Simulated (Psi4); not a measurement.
# One shape, several levels: Be2H2Cl2 ((ClBe-mu-H)2)

Wanted: a comparison of 5 runs (HF/STO-3G, SVWN5/def2-SVP, B3LYP/6-31G*, B3LYP/6-31G**, LRC-wPBEh/def2-TZVPD) of Be2H2Cl2 ((ClBe-mu-H)2). 

The calculation is run with Psi4 1.11.

1 further run of the same task is left out (it didn't finish).

## (1) The molecule

Be2H2Cl2 has 6 atoms, charge 0, and is taken as a singlet. Geometry: a GFN2-xTB relaxation, a rough one for these elements and not checked as a minimum.

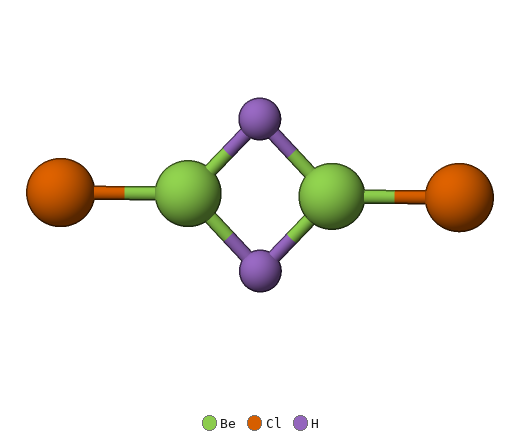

The structure, seen from a chosen angle (beryllium green, chlorine orange, hydrogen purple).

## (2) Energy and forces at HF/STO-3G (run 1)

job.in

```
memory 1600 MB

molecule {
  0 1
  Be     0.138770     0.390780    -0.920240
  Cl     0.400440     1.074490    -2.549450
  H     -0.949960     0.511360     0.063320
  Be    -0.138120    -0.390560     0.919940
  Cl    -0.402170    -1.076590     2.549300
  H      0.951040    -0.509480    -0.062880
  symmetry c1
  no_reorient
  no_com
}

set basis STO-3G
set puream true
set e_convergence 1e-09
set d_convergence 1e-08
set scf_type pk

e_tot, wfn = gradient("hf", return_wfn=True)
oeprop(wfn, "MULLIKEN_CHARGES", "DIPOLE", "WIBERG_LOWDIN_INDICES")
print_variables()
```

Launch:

```sh
$ psi4 job.in job.out -n 1
```

job.out:

```text
[...]
  Running in c1 symmetry.
[...]
  Nuclear repulsion =  108.711295728007201
[...]
  Multiplicity = 1
[...]
  Nalpha       = 22
  Nbeta        = 22
[...]
    Number of basis functions: 30
[...]
   @RHF iter   1:  -939.29876719162678   -1.48229e+00   7.36025e-03 DIIS/ADIIS
[...]
   @RHF iter   9:  -939.35637695878427    2.27374e-13   6.21310e-10 DIIS
[...]
  @RHF Final Energy:  -939.35637695878427
   => Energetics <=
    Nuclear Repulsion Energy =            108.7112957280072010
    One-Electron Energy =               -1515.7014413942599731
    Two-Electron Energy =                 467.6337687074685050
    Total Energy =                       -939.3563769587842671
[...]
  -Total Gradient:
     Atom            X                  Y                   Z
    ------   -----------------  -----------------  -----------------
       1        0.002065623302     0.006941505965    -0.016139153571
       2       -0.001006376281    -0.002446384289     0.005959368967
       3       -0.001922559175     0.001363003595    -0.000421384493
       4       -0.001896288019    -0.006817988613     0.015492710810
       5        0.000889711590     0.002195210622    -0.005316292350
       6        0.001869888580    -0.001235347274     0.000424750640
[...]
 Multipole Moments:
 ------------------------------------------------------------------------------------
     Multipole            Electronic (a.u.)      Nuclear  (a.u.)        Total (a.u.)
 ------------------------------------------------------------------------------------
 L = 1.  Multiply by 2.5417464519 to convert [e a0] to [Debye]
 Dipole X            :          0.0502969           -0.0486227            0.0016742
 Dipole Y            :          0.0637853           -0.0622476            0.0015377
 Dipole Z            :          0.0045932           -0.0062550           -0.0016617
 Magnitude           :                                                    0.0028158
[...]
  Mulliken Charges: (a.u.)
   Center  Symbol    Alpha    Beta     Spin     Total
       1    BE     1.84271  1.84271  0.00000  0.31458
       2    CL     8.62683  8.62683  0.00000 -0.25365
       3     H     0.53041  0.53041  0.00000 -0.06082
       4    BE     1.84268  1.84268  0.00000  0.31463
       5    CL     8.62693  8.62693  0.00000 -0.25386
       6     H     0.53044  0.53044  0.00000 -0.06088
   Total alpha = 22.00000, Total beta = 22.00000, Total charge =  0.00000
  Wiberg Bond Indices using Orthogonal Lowdin Orbitals:
[...]
```

It took 1.9 s on 1 thread of Intel Xeon Platinum 8488C (Sapphire Rapids), shared host; peak memory 0.18 GiB.

## (3) A single-point energy at SVWN5/def2-SVP (run 2)

calc.in

```
memory 1600 MB

molecule m {
  Be     0.138770     0.390780    -0.920240
  Cl     0.400440     1.074490    -2.549450
  H     -0.949960     0.511360     0.063320
  Be    -0.138120    -0.390560     0.919940
  Cl    -0.402170    -1.076590     2.549300
  H      0.951040    -0.509480    -0.062880
  units angstrom
  symmetry c1
  no_reorient
  no_com
}

set {
  basis                def2-SVP
  reference            rks
  puream               true
  e_convergence        1e-09
  d_convergence        1e-08
  scf_type             pk
  dft_radial_points    99
  dft_spherical_points 590
}

energy('scf', dft_functional={"name": "SVWN5", "x_functionals": {"LDA_X": {}}, "c_functionals": {"LDA_C_VWN": {}}})
print_variables()
```

Launch:

```sh
$ psi4 -i calc.in -o calc.out -n 1
```

calc.out:

```text
[...]
  Running in c1 symmetry.
[...]
  Nuclear repulsion =  108.711295728007201
[...]
  Multiplicity = 1
[...]
  Nalpha       = 22
  Nbeta        = 22
[...]
    Number of basis functions: 64
[...]
   @RKS iter   1:  -947.40840114681305   -2.48761e-01   6.13799e-03 ADIIS/DIIS
[...]
   @RKS iter  10:  -947.51093591560482   -4.54747e-13   4.87515e-09 DIIS
[...]
    Orbital Energies [Eh]
    ---------------------
    Doubly Occupied:
       1A   -100.275110     2A   -100.274975     3A     -9.139153
       4A     -9.138993     5A     -7.000633     6A     -7.000522
       7A     -6.997516     8A     -6.997395     9A     -6.995805
      10A     -6.995687    11A     -3.836090    12A     -3.835408
      13A     -0.746925    14A     -0.746417    15A     -0.445896
      16A     -0.366468    17A     -0.359739    18A     -0.343836
      19A     -0.308962    20A     -0.306106    21A     -0.303236
      22A     -0.273511
[...]
  @RKS Final Energy:  -947.51093591560482
   => Energetics <=
    Nuclear Repulsion Energy =            108.7112957280072010
    One-Electron Energy =               -1526.6296397770302065
    Two-Electron Energy =                 529.9744469450065480
    DFT Exchange-Correlation Energy =     -59.5670388115882687
    Empirical Dispersion Energy =           0.0000000000000000
    VV10 Nonlocal Energy =                  0.0000000000000000
    Total Energy =                       -947.5109359156048185
[...]
 Multipole Moments:
 ------------------------------------------------------------------------------------
     Multipole            Electronic (a.u.)      Nuclear  (a.u.)        Total (a.u.)
 ------------------------------------------------------------------------------------
 L = 1.  Multiply by 2.5417464519 to convert [e a0] to [Debye]
 Dipole X            :          0.0500047           -0.0486227            0.0013820
 Dipole Y            :          0.0636346           -0.0622476            0.0013870
 Dipole Z            :          0.0045344           -0.0062550           -0.0017206
 Magnitude           :                                                    0.0026066
[...]
```

It took 6 s on 1 thread of Intel Xeon Platinum 8488C (Sapphire Rapids), shared host; peak memory 0.37 GiB.

Runs 3 to 4 aren't shown in full; the table further down has their settings and results.

## (4) Energy and gradient at LRC-wPBEh/def2-TZVPD (density fitting) (run 5)

calc.py

```python
import psi4

psi4.set_memory(1600000000)
psi4.set_num_threads(1)
psi4.set_output_file('be2cl2h2.out', False)

m = psi4.geometry("""
0 1
Be     0.138770     0.390780    -0.920240
Cl     0.400440     1.074490    -2.549450
H     -0.949960     0.511360     0.063320
Be    -0.138120    -0.390560     0.919940
Cl    -0.402170    -1.076590     2.549300
H      0.951040    -0.509480    -0.062880
units angstrom
""")

psi4.set_options(dict(basis='def2-TZVPD', reference='rks', scf_initial_accelerator='adiis'))

e_tot, wfn = psi4.gradient("lrc-wpbeh", molecule=m, return_wfn=True)
print('gradient / Eh bohr^-1')
print(e_tot.np.round(6))
print(f'energy = {wfn.energy():.10f} Eh')
for k, v in sorted(psi4.core.scalar_variables().items()):
    print(f'{k:45s} {v:18.10f}')
```

Launch:

```sh
$ python calc.py
```

be2cl2h2.out:

```text
[...]
  Running in c1 symmetry.
[...]
  Nuclear repulsion =  108.711295728007201
[...]
  Multiplicity = 1
[...]
  Nalpha       = 22
  Nbeta        = 22
[...]
    Number of basis functions: 154
[...]
   @DF-RKS iter   1:  -950.87578493853732   -7.09477e-01   2.79802e-03 ADIIS/DIIS
[...]
   @DF-RKS iter  10:  -950.93332757616906   -6.70752e-12   2.91127e-09 DIIS
[...]
  @DF-RKS Final Energy:  -950.93332757616906
   => Energetics <=
    Nuclear Repulsion Energy =            108.7112957280072010
    One-Electron Energy =               -1527.8172234083626790
    Two-Electron Energy =                 514.7991934806142353
    DFT Exchange-Correlation Energy =     -46.6265933764277918
    Empirical Dispersion Energy =           0.0000000000000000
    VV10 Nonlocal Energy =                  0.0000000000000000
    Total Energy =                       -950.9333275761690629
[...]
 Multipole Moments:
 ------------------------------------------------------------------------------------
     Multipole            Electronic (a.u.)      Nuclear  (a.u.)        Total (a.u.)
 ------------------------------------------------------------------------------------
 L = 1.  Multiply by 2.5417464519 to convert [e a0] to [Debye]
 Dipole X            :          0.0007921            0.0008624            0.0016545
 Dipole Y            :         -0.0003675            0.0020299            0.0016624
 Dipole Z            :         -0.0026808            0.0006808           -0.0020000
 Magnitude           :                                                    0.0030824
[...]
  -Total Gradient:
     Atom            X                  Y                   Z
    ------   -----------------  -----------------  -----------------
       1        0.001767715408     0.007407524917    -0.016655462386
       2       -0.001600488439    -0.004187804851     0.010013724318
       3        0.003133320207    -0.001234422534    -0.001008915947
       4       -0.001636808245    -0.007314067802     0.016139012689
       5        0.001511215948     0.003990999883    -0.009494955019
       6       -0.003175300145     0.001337358973     0.001006868075
[...]
```

On the terminal:

```text
gradient / Eh bohr^-1
[[ 0.001768  0.007408 -0.016655]
 [-0.0016   -0.004188  0.010014]
 [ 0.003133 -0.001234 -0.001009]
 [-0.001637 -0.007314  0.016139]
 [ 0.001511  0.003991 -0.009495]
 [-0.003175  0.001337  0.001007]]
energy = -950.9333275762 Eh
CURRENT ENERGY                                   -950.9333275762
CURRENT REFERENCE ENERGY                         -950.9333275762
DD SOLVATION ENERGY                                 0.0000000000
DFT FUNCTIONAL TOTAL ENERGY                      -950.9333275762
DFT TOTAL ENERGY                                 -950.9333275762
DFT VV10 ENERGY                                     0.0000000000
DFT XC ENERGY                                     -46.6265933764
GRID ELECTRONS ALPHA                               22.0000032082
GRID ELECTRONS BETA                                22.0000032082
GRID ELECTRONS TOTAL                               44.0000064164
NUCLEAR REPULSION ENERGY                          108.7112957280
ONE-ELECTRON ENERGY                             -1527.8172234084
PCM POLARIZATION ENERGY                             0.0000000000
PE ENERGY                                           0.0000000000
SCF ITERATION ENERGY                             -950.9333275762
SCF ITERATIONS                                     10.0000000000
SCF TOTAL ENERGY                                 -950.9333275762
TWO-ELECTRON ENERGY                               514.7991934806
XC GRID RADIAL POINTS                              75.0000000000
XC GRID SPHERICAL POINTS                          302.0000000000
XC GRID TOTAL POINTS                           130572.0000000000
```

Wall time 14 s (1 thread of Intel Xeon Platinum 8488C (Sapphire Rapids), shared host); peak memory 0.85 GiB.

## (5) All runs side by side

| run | level | task | integration grid | energy (Eh) | dipole moment (D) | HOMO energy (eV) | LUMO energy (eV) | wall time |
| --- | --- | --- | --- | --- | --- | --- | --- | --- |
| 1 | HF/STO-3G | gradient | – | -939.356377 | 0.01 | -10.48 | 2.74 | 1.9 s |
| 2 | SVWN5/def2-SVP | energy | 99 radial × 590 angular | -947.510936 | 0.01 | -7.44 | -3.31 | 6 s |
| 3 | B3LYP/6-31G* (spherical functions) | energy | 99 radial × 590 angular | -951.253882 | 0.01 | -8.46 | -2.36 | 8.1 s |
| 4 | B3LYP/6-31G** (spherical functions) | energy | 99 radial × 590 angular | -951.255248 | 0.01 | -8.45 | -2.38 | 9.3 s |
| 5 | LRC-wPBEh/def2-TZVPD (density fitting) | gradient | 75 radial × 302 angular | -950.933328 | 0.01 | -10.65 | -0.79 | 14 s |

## (6) Outcome

```
                       quantity          value
            run 5: total energy  -950.93333 Eh
           run 5: dipole moment         0.01 D
             run 5: HOMO energy      -10.65 eV
             run 5: LUMO energy       -0.79 eV
           run 5: HOMO–LUMO gap        9.87 eV
run 5: largest force on an atom     0.942 eV/Å
```

**Reading.** The HOMO–LUMO gap runs from 4.13 eV (SVWN5/def2-SVP) to 13.22 eV (HF/STO-3G). The two ends differ in method and basis. Totals of different functionals can't be ranked against each other. In run 1 the basis is minimal, so the values are rough. All runs together took 39 s, the longest 14 s.
